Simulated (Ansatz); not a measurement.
# Nudged elastic band of SiH$_{5}$ClO$_{2}$ (part 1 of 2)

- system: SiH$_{5}$ClO$_{2}$
- method: RKS PBE0/6-31G* (Ansatz 0.2.0)

It belongs to a series of runs on one base structure; here: band between the two ends.

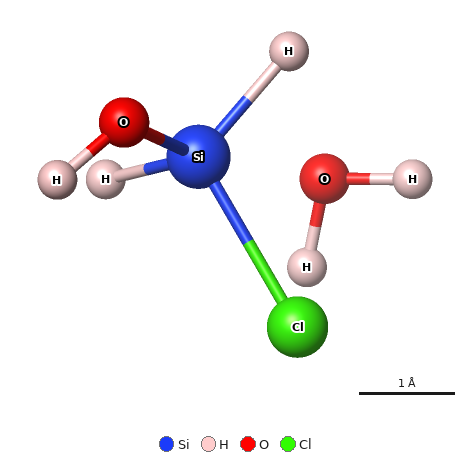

Fig. 1: The input geometry (ball-and-stick view, seen at a tilt).

## Input
```yaml
crystal:
  periodic: [false, false, false]
  atoms:
    - { symbol: Si, position_ang: [0.287585, -0.134937, -0.111974] }
    - { symbol: H, position_ang: [0.501731, -0.185735, 1.351456] }
    - { symbol: O, position_ang: [1.730432, 0.054191, -0.899742] }
    - { symbol: H, position_ang: [2.437446, -0.556071, -0.659339] }
    - { symbol: H, position_ang: [-0.549218, 0.952182, -0.644291] }
    - { symbol: Cl, position_ang: [-0.523438, -1.982262, -0.658371] }
    - { symbol: O, position_ang: [-2.191379, -0.066221, 1.249024] }
    - { symbol: H, position_ang: [-2.809484, -0.142378, 0.509496] }
    - { symbol: H, position_ang: [-2.174475, -0.957869, 1.622639] }
basis:
  gaussian: { orbitals: "6-31G*" }
hamiltonian:
  xc: pbe0
neb:
  order_check: false
  images: 8
  f_tol: 0.03
  max_iterations: 54
  climbing: false
  final_atoms:
    - { symbol: Si, position_ang: [-0.10068629, -0.18836358, -0.88119188] }
    - { symbol: H, position_ang: [-1.71190932, 0.38458527, 3.554696] }
    - { symbol: O, position_ang: [1.53261906, -0.20274551, -0.81289231] }
    - { symbol: H, position_ang: [1.94730424, -1.00104336, -0.46260396] }
    - { symbol: H, position_ang: [-0.4892044, 1.18980363, -1.22059253] }
    - { symbol: Cl, position_ang: [-0.83251547, -1.42205717, -2.37488171] }
    - { symbol: O, position_ang: [-0.7142443, -0.74266952, 0.54394972] }
    - { symbol: H, position_ang: [-1.54158434, -1.23620828, 0.49879458] }
    - { symbol: H, position_ang: [-1.38057917, 0.19959851, 2.9136201] }
  initial_path:
    images:
      - { positions_ang: [[0.287585, -0.134937, -0.111974], [0.501731, -0.185735, 1.351456], [1.730432, 0.054191, -0.899742], [2.437446, -0.556071, -0.659339], [-0.549218, 0.952182, -0.644291], [-0.523438, -1.982262, -0.658371], [-2.191379, -0.066221, 1.249024], [-2.809484, -0.142378, 0.509496], [-2.174475, -0.957869, 1.622639]] }
      - { positions_ang: [[0.22468716, -0.10427567, -0.08390864], [0.39626687, -0.1666586, 1.45585461], [1.69728773, 0.04270869, -0.82552797], [2.3126787, -0.64309092, -0.67737236], [-0.57468502, 1.0147962, -0.58872185], [-0.63911167, -1.91310967, -0.68505229], [-2.11396032, -0.12470987, 1.1145405], [-2.6977645, -0.3247662, 0.39821324], [-1.89619895, -0.79999395, 1.65087278]] }
      - { positions_ang: [[0.16178932, -0.07361435, -0.05584329], [0.29080275, -0.14758221, 1.56025322], [1.66414345, 0.03122638, -0.75131395], [2.1879114, -0.73011083, -0.69540572], [-0.60015204, 1.07741039, -0.53315271], [-0.75478535, -1.84395734, -0.71173359], [-2.03654164, -0.18319874, 0.98005699], [-2.586045, -0.5071544, 0.28693048], [-1.61792289, -0.64211891, 1.67910656]] }
      - { positions_ang: [[0.09889147, -0.04295302, -0.02777793], [0.18533862, -0.12850581, 1.66465183], [1.63099918, 0.01974407, -0.67709992], [2.0631441, -0.81713075, -0.71343909], [-0.62561905, 1.14002459, -0.47758356], [-0.87045902, -1.77480501, -0.73841488], [-1.95912296, -0.24168761, 0.84557349], [-2.4743255, -0.6895426, 0.17564773], [-1.33964684, -0.48424386, 1.70734034]] }
      - { positions_ang: [[0.03599363, -0.01229169, 0.00028743], [0.0798745, -0.10942941, 1.76905044], [1.5978549, 0.00826177, -0.6028859], [1.9383768, -0.90415066, -0.73147245], [-0.65108607, 1.20263878, -0.42201441], [-0.9861327, -1.70565268, -0.76509618], [-1.88170429, -0.30017648, 0.71108999], [-2.362606, -0.8719308, 0.06436497], [-1.06137078, -0.32636882, 1.73557411]] }
      - { positions_ang: [[-0.00714762, -0.01822798, -0.08518123], [-0.16608554, -0.04606049, 2.01385488], [1.57587569, -0.02028674, -0.59323593], [1.88391661, -0.95359204, -0.709613], [-0.6444179, 1.22904118, -0.48604792], [-1.02047464, -1.6434077, -0.95581959], [-1.71757821, -0.37533742, 0.6327484], [-2.22172826, -0.9934675, 0.06317592], [-0.97316013, -0.19776132, 1.87901646]] }
      - { positions_ang: [[-0.03053229, -0.06076188, -0.28418389], [-0.55254148, 0.06160095, 2.39906516], [1.56506153, -0.06590143, -0.64815003], [1.89976352, -0.96545487, -0.64786074], [-0.60561452, 1.2192318, -0.66968407], [-0.97348485, -1.58807007, -1.31058512], [-1.46674473, -0.46717045, 0.61054873], [-2.05169228, -1.05415269, 0.17208059], [-1.07501489, -0.09842136, 2.13766737]] }
      - { positions_ang: [[-0.05391696, -0.10329578, -0.48318656], [-0.93899743, 0.16926239, 2.78427544], [1.55424737, -0.11151613, -0.70306412], [1.91561043, -0.9773177, -0.58610848], [-0.56681115, 1.20942241, -0.85332023], [-0.92649506, -1.53273244, -1.66535065], [-1.21591125, -0.55900347, 0.58834906], [-1.8816563, -1.11483789, 0.28098525], [-1.17686965, 0.0009186, 2.39631828]] }
      - { positions_ang: [[-0.07730163, -0.14582968, -0.68218922], [-1.32545337, 0.27692383, 3.16948572], [1.54343322, -0.15713082, -0.75797822], [1.93145733, -0.98918053, -0.52435622], [-0.52800778, 1.19961302, -1.03695638], [-0.87950527, -1.4773948, -2.02011618], [-0.96507778, -0.65083649, 0.56614939], [-1.71162032, -1.17552308, 0.38988991], [-1.27872441, 0.10025855, 2.65496919]] }
      - { positions_ang: [[-0.10068629, -0.18836358, -0.88119188], [-1.71190932, 0.38458527, 3.554696], [1.53261906, -0.20274551, -0.81289231], [1.94730424, -1.00104336, -0.46260396], [-0.4892044, 1.18980363, -1.22059253], [-0.83251547, -1.42205717, -2.37488171], [-0.7142443, -0.74266952, 0.54394972], [-1.54158434, -1.23620828, 0.49879458], [-1.38057917, 0.19959851, 2.9136201]] }
```

Command:
```bash
ansatz run input.yaml --threads 1 --pin off --max-ram 2048MiB --backend cpu --events-out ev --progress --plain --runs-dir out
```

## Output
```
Engine: ansatz 0.2.0, aarch64-unknown-linux-gnu
Functional definition: PBE0
  parameter a = 0.25
  parameter kappa = 0.804
  parameter beta = 0.06672455060314922
  exchange = (1 - a)*pbe_x(kappa = kappa, mu = beta*pi^2/3) + a*exact_x
  correlation = pbe_c(beta = beta)
807 factors; integrals over basis functions are off by at most 7.2e-4 eV
mean field evaluation 1: about -24558.6092 eV, gradient 6.1e1 eV
mean field evaluation 2: about -24549.9181 eV, gradient 9.2e1 eV
mean field evaluation 4: about -24564.8766 eV, gradient 3.6e0 eV
mean field evaluation 8: about -24564.9155 eV, gradient 2.1e-2 eV
mean field -24564.91545254 eV, -902.7439921832 hartree, gradient 4.0e-5 eV, S^2 0.000000; 0 other end points of the search recorded, 0 dependent functions left out
the calculation of the forces begins
reference -24564.91547710 eV, -902.7439930857 hartree; 26, 26 occupied and 52, 52 virtual orbitals, 807 factors
807 factors; integrals over basis functions are off by at most 9.2e-4 eV
mean field evaluation 16: about -24550.7086 eV, gradient 9.2e1 eV
mean field -24565.72496290 eV, -902.7737411402 hartree, gradient 3.8e-5 eV, S^2 0.000000; 0 other end points of the search recorded, 0 dependent functions left out
[... from here on the field's lines of each further geometry are left out, up to the last ...]
NEB iter   1: max|band force component| = 2.023e1 eV/Å  barrier→ = 5.0702 eV  barrier← = 5.8797 eV  Δτ_max = 0.2000 Å  (255 SCF iters)
NEB iter   2: max|band force component| = 2.619e0 eV/Å  barrier→ = 2.9067 eV  barrier← = 3.7162 eV  Δτ_max = 0.2000 Å  (227 SCF iters)
NEB iter   3: max|band force component| = 1.818e0 eV/Å  barrier→ = 2.1157 eV  barrier← = 2.9252 eV  Δτ_max = 0.1981 Å  (224 SCF iters)
NEB iter   4: max|band force component| = 1.182e0 eV/Å  barrier→ = 2.2738 eV  barrier← = 3.0833 eV  Δτ_max = 0.2000 Å  (222 SCF iters)
NEB iter   5: max|band force component| = 1.519e0 eV/Å  barrier→ = 2.0834 eV  barrier← = 2.8929 eV  Δτ_max = 0.0995 Å  (219 SCF iters)
NEB iter   6: max|band force component| = 1.329e0 eV/Å  barrier→ = 1.6968 eV  barrier← = 2.5063 eV  Δτ_max = 0.1001 Å  (226 SCF iters)
NEB iter   7: max|band force component| = 1.312e0 eV/Å  barrier→ = 1.3448 eV  barrier← = 2.1543 eV  Δτ_max = 0.0501 Å  (225 SCF iters)
NEB iter   8: max|band force component| = 7.291e-1 eV/Å  barrier→ = 1.0609 eV  barrier← = 1.8704 eV  Δτ_max = 0.0502 Å  (227 SCF iters)
NEB iter   9: max|band force component| = 3.298e-1 eV/Å  barrier→ = 1.0327 eV  barrier← = 1.8422 eV  Δτ_max = 0.1004 Å  (230 SCF iters)
NEB iter  10: max|band force component| = 3.672e-1 eV/Å  barrier→ = 1.1026 eV  barrier← = 1.9121 eV  Δτ_max = 0.0501 Å  (223 SCF iters)
NEB iter  11: max|band force component| = 2.415e-1 eV/Å  barrier→ = 1.0807 eV  barrier← = 1.8902 eV  Δτ_max = 0.0501 Å  (222 SCF iters)
NEB iter  12: max|band force component| = 1.800e-1 eV/Å  barrier→ = 1.0241 eV  barrier← = 1.8336 eV  Δτ_max = 0.0503 Å  (229 SCF iters)
NEB iter  13: max|band force component| = 1.017e-1 eV/Å  barrier→ = 1.0055 eV  barrier← = 1.8150 eV  Δτ_max = 0.0501 Å  (222 SCF iters)
NEB iter  14: max|band force component| = 1.017e-1 eV/Å  barrier→ = 0.9986 eV  barrier← = 1.8081 eV  Δτ_max = 0.0251 Å  (208 SCF iters)
NEB iter  15: max|band force component| = 7.709e-2 eV/Å  barrier→ = 1.0003 eV  barrier← = 1.8098 eV  Δτ_max = 0.0250 Å  (205 SCF iters)
NEB iter  16: max|band force component| = 6.924e-2 eV/Å  barrier→ = 1.0036 eV  barrier← = 1.8131 eV  Δτ_max = 0.0250 Å  (218 SCF iters)
NEB iter  17: max|band force component| = 4.423e-2 eV/Å  barrier→ = 0.9965 eV  barrier← = 1.8060 eV  Δτ_max = 0.0250 Å  (212 SCF iters)
NEB iter  18: max|band force component| = 5.432e-2 eV/Å  barrier→ = 0.9938 eV  barrier← = 1.8033 eV  Δτ_max = 0.0125 Å  (216 SCF iters)
NEB iter  19: max|band force component| = 4.496e-2 eV/Å  barrier→ = 0.9955 eV  barrier← = 1.8050 eV  Δτ_max = 0.0125 Å  (189 SCF iters)
NEB iter  20: max|band force component| = 1.009e-1 eV/Å  barrier→ = 1.0063 eV  barrier← = 1.8158 eV  Δτ_max = 0.0063 Å  (198 SCF iters)
NEB iter  21: max|band force component| = 5.025e-2 eV/Å  barrier→ = 1.0046 eV  barrier← = 1.8142 eV  Δτ_max = 0.0125 Å  (182 SCF iters)
NEB iter  22: max|band force component| = 4.340e-2 eV/Å  barrier→ = 0.9996 eV  barrier← = 1.8091 eV  Δτ_max = 0.0250 Å  (192 SCF iters)
NEB iter  23: max|band force component| = 5.391e-2 eV/Å  barrier→ = 0.9989 eV  barrier← = 1.8084 eV  Δτ_max = 0.0250 Å  (210 SCF iters)
NEB iter  24: max|band force component| = 7.464e-2 eV/Å  barrier→ = 0.9988 eV  barrier← = 1.8083 eV  Δτ_max = 0.0250 Å  (216 SCF iters)
NEB iter  25: max|band force component| = 9.760e-2 eV/Å  barrier→ = 0.9992 eV  barrier← = 1.8087 eV  Δτ_max = 0.0504 Å  (210 SCF iters)
NEB iter  26: max|band force component| = 1.493e-1 eV/Å  barrier→ = 0.9969 eV  barrier← = 1.8065 eV  Δτ_max = 0.1014 Å  (216 SCF iters)
NEB iter  27: max|band force component| = 2.640e-1 eV/Å  barrier→ = 0.9836 eV  barrier← = 1.7931 eV  Δτ_max = 0.0977 Å  (219 SCF iters)
NEB iter  28: max|band force component| = 3.106e-1 eV/Å  barrier→ = 0.9367 eV  barrier← = 1.7462 eV  Δτ_max = 0.1859 Å  (214 SCF iters)
NEB iter  29: max|band force component| = 4.310e-1 eV/Å  barrier→ = 0.8046 eV  barrier← = 1.6141 eV  Δτ_max = 0.0984 Å  (217 SCF iters)
NEB iter  30: max|band force component| = 5.229e-1 eV/Å  barrier→ = 0.7292 eV  barrier← = 1.5387 eV  Δτ_max = 0.0499 Å  (220 SCF iters)
NEB iter  31: max|band force component| = 5.503e-1 eV/Å  barrier→ = 0.7004 eV  barrier← = 1.5099 eV  Δτ_max = 0.0500 Å  (214 SCF iters)
NEB iter  32: max|band force component| = 3.912e-1 eV/Å  barrier→ = 0.6684 eV  barrier← = 1.4779 eV  Δτ_max = 0.0500 Å  (220 SCF iters)
NEB iter  33: max|band force component| = 2.267e-1 eV/Å  barrier→ = 0.6498 eV  barrier← = 1.4593 eV  Δτ_max = 0.0494 Å  (212 SCF iters)
NEB iter  34: max|band force component| = 2.407e-1 eV/Å  barrier→ = 0.6458 eV  barrier← = 1.4553 eV  Δτ_max = 0.0247 Å  (220 SCF iters)
NEB iter  35: max|band force component| = 1.990e-1 eV/Å  barrier→ = 0.6414 eV  barrier← = 1.4509 eV  Δτ_max = 0.0248 Å  (212 SCF iters)
NEB iter  36: max|band force component| = 1.258e-1 eV/Å  barrier→ = 0.6390 eV  barrier← = 1.4485 eV  Δτ_max = 0.0247 Å  (216 SCF iters)
NEB iter  37: max|band force component| = 6.851e-2 eV/Å  barrier→ = 0.6405 eV  barrier← = 1.4500 eV  Δτ_max = 0.0247 Å  (211 SCF iters)
NEB iter  38: max|band force component| = 5.054e-2 eV/Å  barrier→ = 0.6413 eV  barrier← = 1.4508 eV  Δτ_max = 0.0247 Å  (206 SCF iters)
NEB iter  39: max|band force component| = 1.090e-1 eV/Å  barrier→ = 0.6386 eV  barrier← = 1.4481 eV  Δτ_max = 0.0123 Å  (202 SCF iters)
NEB iter  40: max|band force component| = 7.190e-2 eV/Å  barrier→ = 0.6378 eV  barrier← = 1.4473 eV  Δτ_max = 0.0123 Å  (193 SCF iters)
NEB iter  41: max|band force component| = 4.501e-2 eV/Å  barrier→ = 0.6366 eV  barrier← = 1.4461 eV  Δτ_max = 0.0124 Å  (202 SCF iters)
```
